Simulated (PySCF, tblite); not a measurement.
# C5H2F6: a rotation path, then NMR shifts on frames, part 2 of 2

tblite 0.8.0 and PySCF 2.14.0. Atoms count from 0. The steps go on from the part before.

## Step 5: Shielding tensors: image 4, PBE0/pcSseg-1

The job: settings as JSON, then the geometry in Å.

```
{"job": {"kind": "nmr", "xc": "PBE0", "basis": "pcSseg-1", "pop": false}, "charge": 0, "multiplicity": 1}
C      2.478800     0.113000    -0.368600
C      1.285700     0.154000    -0.430300
C     -0.167800     0.148400    -0.434400
C     -0.707400    -1.281200    -0.182500
F     -1.398300    -1.716600    -1.243500
F     -1.525100    -1.355300     0.866500
F      0.268800    -2.165700     0.025800
C     -0.683000     1.133800     0.627600
F     -0.225400     2.366300     0.382800
F     -0.294100     0.808700     1.858800
F     -2.016800     1.214700     0.628600
H      3.527300     0.089200    -0.342300
H     -0.547000     0.491200    -1.406300
```

With the program's defaults for keys left out, this is: GIAO PBE0/pcSseg-1 NMR shielding, non-relativistic, gas phase.

Log:

```text
coarse grid: 13192 points
cycle   1  E = -789.4978455229  dE =  2.061e+00  |g| = 1.279e+00  |ddm| = 3.477e+00
cycle   2  E = -789.1175700047  dE =  3.803e-01  |g| = 2.041e+00  |ddm| = 2.014e+00
cycle   3  E = -789.7688026246  dE = -6.512e-01  |g| = 2.121e-01  |ddm| = 1.292e+00
cycle   4  E = -789.7751594921  dE = -6.357e-03  |g| = 1.401e-01  |ddm| = 2.292e-01
cycle   5  E = -789.7797943736  dE = -4.635e-03  |g| = 2.473e-02  |ddm| = 9.329e-02
cycle   6  E = -789.7799175550  dE = -1.232e-04  |g| = 4.402e-03  |ddm| = 2.195e-02
cycle   7  E = -789.7799208247  dE = -3.270e-06  |g| = 1.470e-03  |ddm| = 3.632e-03
final grid: 136408 points
cycle   8  E = -789.8833721311  dE = -6.410e-05  |g| = 7.165e-03  |ddm| = 3.595e-02
cycle   9  E = -789.8833637234  dE =  8.408e-06  |g| = 1.049e-02  |ddm| = 1.237e-02
cycle  10  E = -789.8833813982  dE = -1.767e-05  |g| = 1.295e-03  |ddm| = 6.632e-03
cycle  11  E = -789.8833816719  dE = -2.737e-07  |g| = 7.442e-04  |ddm| = 1.307e-03
cycle  12  E = -789.8833818030  dE = -1.311e-07  |g| = 1.545e-04  |ddm| = 5.439e-04
cycle  13  E = -789.8833818082  dE = -5.193e-09  |g| = 2.663e-05  |ddm| = 1.403e-04
cycle  14  E = -789.8833818083  dE = -1.135e-10  |g| = 1.015e-05  |ddm| = 2.712e-05
converged SCF energy = -789.8833818083

GIAO shielding tensors (ppm)
atom      isotropic    diamagn.    paramagn.     s11        s22        s33       span
  0 C       99.029     256.115    -157.085     22.749     27.398    246.940    224.191
  1 C      112.460     264.485    -152.024     18.227     24.074    295.079    276.852
  2 C      137.078     246.861    -109.784    124.197    132.362    154.674     30.477
  3 C       56.700     237.860    -181.160     49.705     59.766     60.631     10.927
  4 F      231.620     470.458    -238.838    164.859    198.022    331.980    167.121
  5 F      251.031     471.892    -220.860    179.265    249.855    323.973    144.708
  6 F      238.615     472.257    -233.642    168.152    230.215    317.477    149.325
  7 C       55.096     239.587    -184.491     50.888     56.498     57.902      7.014
  8 F      246.225     471.396    -225.171    168.377    235.915    334.384    166.007
  9 F      257.843     473.218    -215.375    184.952    256.024    332.554    147.603
 10 F      250.071     471.376    -221.306    173.336    243.962    332.914    159.578
 11 H       29.603      33.387      -3.784     24.330     24.530     39.948     15.618
 12 H       27.740      27.336       0.405     25.469     26.536     31.216      5.747
```

It took 74 s on 1 thread of Intel Xeon at 2.50GHz, shared host; peak memory 0.93 GiB.

This run: δ C7 131.8, C3 130.2, C0 87.9, C1 74.5, H12 3.98, H11 2.11 ppm.

## Step 6: Shielding tensors: image 6, PBE0/pcSseg-1

The job: settings as JSON, then the geometry in Å.

```
{"job": {"kind": "nmr", "xc": "PBE0", "basis": "pcSseg-1", "pop": false}, "charge": 0, "multiplicity": 1}
C      2.447100     0.107900    -0.501200
C      1.252400     0.150300    -0.503700
C     -0.199900     0.164100    -0.423100
C     -0.719900    -1.267400    -0.180500
F     -0.885600    -1.902800    -1.347200
F     -1.898300    -1.297300     0.441900
F      0.123400    -2.000400     0.546000
C     -0.641900     1.117800     0.698300
F     -0.185100     2.353500     0.468200
F     -0.188000     0.742200     1.892500
F     -1.971200     1.216500     0.783500
H      3.495900     0.082900    -0.530900
H     -0.633100     0.533100    -1.361600
```

Method: GIAO PBE0/pcSseg-1 NMR shielding, non-relativistic, gas phase.

Log:

```text
coarse grid: 13192 points
cycle   1  E = -789.5012183860  dE =  2.061e+00  |g| = 1.279e+00  |ddm| = 3.458e+00
cycle   2  E = -789.1232423031  dE =  3.780e-01  |g| = 2.039e+00  |ddm| = 2.003e+00
cycle   3  E = -789.7717752172  dE = -6.485e-01  |g| = 2.106e-01  |ddm| = 1.292e+00
cycle   4  E = -789.7780000359  dE = -6.225e-03  |g| = 1.396e-01  |ddm| = 2.279e-01
cycle   5  E = -789.7826049982  dE = -4.605e-03  |g| = 2.464e-02  |ddm| = 9.244e-02
cycle   6  E = -789.7827278821  dE = -1.229e-04  |g| = 4.274e-03  |ddm| = 2.213e-02
cycle   7  E = -789.7827310166  dE = -3.135e-06  |g| = 1.407e-03  |ddm| = 3.668e-03
final grid: 136408 points
cycle   8  E = -789.8860519875  dE = -6.300e-05  |g| = 7.176e-03  |ddm| = 3.612e-02
cycle   9  E = -789.8860434595  dE =  8.528e-06  |g| = 1.051e-02  |ddm| = 1.247e-02
cycle  10  E = -789.8860613381  dE = -1.788e-05  |g| = 1.340e-03  |ddm| = 6.680e-03
cycle  11  E = -789.8860616341  dE = -2.960e-07  |g| = 7.457e-04  |ddm| = 1.312e-03
cycle  12  E = -789.8860617656  dE = -1.314e-07  |g| = 1.563e-04  |ddm| = 5.440e-04
cycle  13  E = -789.8860617708  dE = -5.208e-09  |g| = 2.729e-05  |ddm| = 1.394e-04
cycle  14  E = -789.8860617709  dE = -1.135e-10  |g| = 1.033e-05  |ddm| = 2.789e-05
converged SCF energy = -789.8860617709

GIAO shielding tensors (ppm)
atom      isotropic    diamagn.    paramagn.     s11        s22        s33       span
  0 C      100.347     256.191    -155.844     21.318     27.983    251.739    230.421
  1 C      112.058     264.243    -152.185     19.206     23.181    293.786    274.579
  2 C      139.152     247.001    -107.849    127.978    135.450    154.029     26.051
  3 C       55.990     238.775    -182.786     50.618     58.574     58.776      8.158
  4 F      239.290     470.965    -231.675    163.345    217.370    337.155    173.810
  5 F      252.815     471.569    -218.755    177.194    257.854    323.396    146.202
  6 F      247.306     472.870    -225.565    170.393    246.353    325.171    154.778
  7 C       55.304     239.380    -184.076     51.217     56.155     58.541      7.324
  8 F      246.213     471.436    -225.223    168.037    235.073    335.529    167.492
  9 F      258.356     473.325    -214.969    183.617    258.678    332.772    149.154
 10 F      247.536     471.263    -223.727    170.719    245.123    326.767    156.048
 11 H       29.685      33.349      -3.664     24.323     24.497     40.236     15.913
 12 H       27.914      27.238       0.676     26.067     26.131     31.544      5.476
```

Wall time 73 s (1 thread of Intel Xeon at 2.50GHz, shared host); peak memory 0.94 GiB.

Key values: δ C7 131.6, C3 130.9, C0 86.6, C1 74.9, H12 3.80, H11 2.03 ppm.

## Step 7: Shielding tensors: image 8, PBE0/pcSseg-1

The job: settings as JSON, then the geometry in Å.

```
{"job": {"kind": "nmr", "xc": "PBE0", "basis": "pcSseg-1", "pop": false}, "charge": 0, "multiplicity": 1}
C      2.418100     0.114000    -0.631200
C      1.226000     0.151300    -0.553300
C     -0.219500     0.171900    -0.399400
C     -0.733400    -1.259900    -0.178800
F     -0.409000    -2.034300    -1.220700
F     -2.063700    -1.303200    -0.067800
F     -0.223200    -1.832400     0.909600
C     -0.599500     1.100100     0.765900
F     -0.146200     2.338200     0.537600
F     -0.092100     0.704900     1.931700
F     -1.922800     1.197900     0.918700
H      3.463000     0.090800    -0.724600
H     -0.702200     0.561400    -1.305500
```

With the program's defaults for keys left out, this is: GIAO PBE0/pcSseg-1 NMR shielding, non-relativistic, gas phase.

Log:

```text
coarse grid: 13192 points
cycle   1  E = -789.5050634492  dE =  2.057e+00  |g| = 1.277e+00  |ddm| = 3.465e+00
cycle   2  E = -789.1306167709  dE =  3.744e-01  |g| = 2.034e+00  |ddm| = 2.022e+00
cycle   3  E = -789.7752152169  dE = -6.446e-01  |g| = 2.086e-01  |ddm| = 1.304e+00
cycle   4  E = -789.7812620803  dE = -6.047e-03  |g| = 1.387e-01  |ddm| = 2.253e-01
cycle   5  E = -789.7858040496  dE = -4.542e-03  |g| = 2.491e-02  |ddm| = 9.169e-02
cycle   6  E = -789.7859296015  dE = -1.256e-04  |g| = 4.267e-03  |ddm| = 2.239e-02
cycle   7  E = -789.7859326702  dE = -3.069e-06  |g| = 1.432e-03  |ddm| = 3.644e-03
final grid: 136408 points
cycle   8  E = -789.8890747811  dE = -6.116e-05  |g| = 7.259e-03  |ddm| = 3.618e-02
cycle   9  E = -789.8890656689  dE =  9.112e-06  |g| = 1.074e-02  |ddm| = 1.268e-02
cycle  10  E = -789.8890842669  dE = -1.860e-05  |g| = 1.306e-03  |ddm| = 6.995e-03
cycle  11  E = -789.8890845501  dE = -2.832e-07  |g| = 7.296e-04  |ddm| = 1.276e-03
cycle  12  E = -789.8890846763  dE = -1.263e-07  |g| = 1.487e-04  |ddm| = 5.286e-04
cycle  13  E = -789.8890846811  dE = -4.753e-09  |g| = 2.588e-05  |ddm| = 1.309e-04
cycle  14  E = -789.8890846812  dE = -1.055e-10  |g| = 1.013e-05  |ddm| = 2.658e-05
converged SCF energy = -789.8890846812

GIAO shielding tensors (ppm)
atom      isotropic    diamagn.    paramagn.     s11        s22        s33       span
  0 C      101.930     256.124    -154.193     22.389     27.664    255.738    233.349
  1 C      111.755     264.459    -152.704     20.033     21.972    293.261    273.228
  2 C      140.631     246.222    -105.591    128.809    139.632    153.451     24.642
  3 C       55.430     239.221    -183.791     51.272     57.095     57.925      6.653
  4 F      244.658     471.530    -226.872    165.783    232.566    335.624    169.841
  5 F      249.270     471.364    -222.094    170.912    249.020    327.877    156.965
  6 F      256.636     473.036    -216.399    180.823    259.625    329.462    148.639
  7 C       55.418     239.194    -183.776     51.253     57.130     57.870      6.617
  8 F      244.606     471.545    -226.939    165.758    232.682    335.379    169.621
  9 F      256.724     473.037    -216.313    180.993    259.649    329.531    148.538
 10 F      248.991     471.339    -222.348    170.606    248.406    327.961    157.355
 11 H       29.777      33.475      -3.697     24.305     24.510     40.517     16.212
 12 H       27.954      27.139       0.815     25.712     26.585     31.566      5.854
```

Wall time 66 s (1 thread of Intel Xeon at 2.50GHz, shared host); peak memory 0.94 GiB.

This run: δ C7 131.5, C3 131.5, C0 85.0, C1 75.2, H12 3.76, H11 1.94 ppm.

## Step 8: Side by side: NMR shifts

Shifts (ppm) of some atoms, chosen among heavy atoms and hydrogens apart, with basis size and wall time:

```tsv
frame	C2	H12	H11	F6	F10	F4	F5	functions	time
image 0	46.3	3.77	1.94	-73.7	-78.2	-78.3	-85.7	197	66 s
image 2	48.2	3.94	2.01	-69.8	-80.8	-66.9	-84.2	197	72 s
image 4	49.8	3.98	2.11	-67.7	-79.1	-60.7	-80.1	197	74 s
image 6	47.8	3.80	2.03	-76.4	-76.6	-68.3	-81.9	197	73 s
image 8	46.3	3.76	1.94	-85.7	-78.0	-73.7	-78.3	197	66 s
```

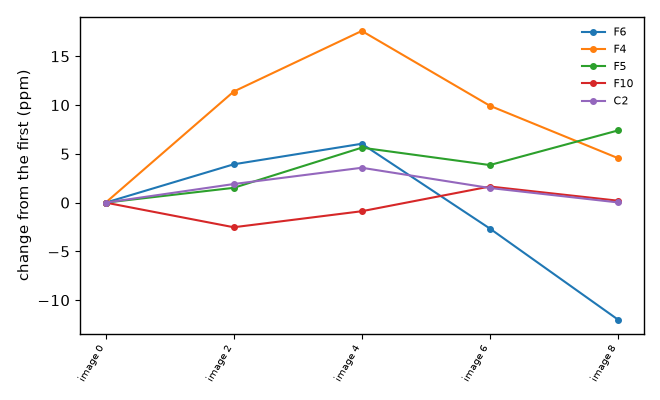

How five of the tabulated atoms move from run to run.

## Step 9: What came out

What follows sums up all 2 parts.

```
                                         quantity                                         value
                                          barrier            0.079 eV (1.8 kcal/mol) at image 4
                            end to end (GFN2-xTB)                                      0.000 eV
  13C shifts against TMS (PBE0/pcSseg-1, image 0)            131.5, 131.5, 85.0, 75.2, 46.3 ppm
   1H shifts against TMS (PBE0/pcSseg-1, image 0)                                3.77, 1.94 ppm
19F shifts against CFCl3 (PBE0/pcSseg-1, image 0)  -73.7, -73.7, -78.2, -78.3, -85.7, -85.8 ppm
                         range of the shift of F6                            -85.7 to -67.7 ppm
```

What this shows: Along the band the dihedral turns by 120°, and the top (dihedral 241°) lies 1.8 kcal/mol above the start (GFN2-xTB, rough), so at room temperature this motion is fast. The top was not checked by a frequency run. Shifts at one fixed geometry are not the observed spectrum, which averages over the motion. In the first frame run (image 0): The largest span, 273 ppm, is at C1, where the paramagnetic term is -153 ppm. Across the 5 runs the shift of F6 moves most, between -85.7 (image 8) and -67.7 ppm (image 4).
